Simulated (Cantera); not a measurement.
Input: 1 mol CaCO3, 5.1 mol CO2, 0.1 mol O2, at 28.0 Pa.

Method: chemical equilibrium by Gibbs-energy minimisation in Cantera with the NASA 1993 tables (ideal gas, pure condensed phases). Candidate condensed phases: C, Ca, CaCO3, CaO; 15 gas species. Equilibrium is a limit: real reactors are often held back by kinetics, nucleation or transport.

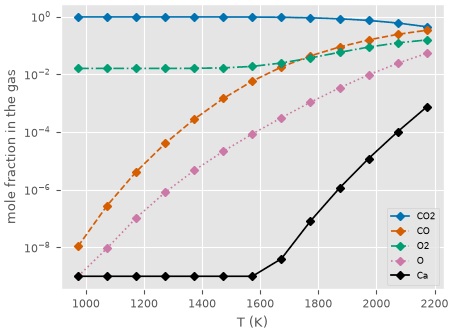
Figure. Equilibrium gas composition (values under 1e-9 drawn at 1e-9)

From 973 K to 2173 K the condensed part is CaO(s).
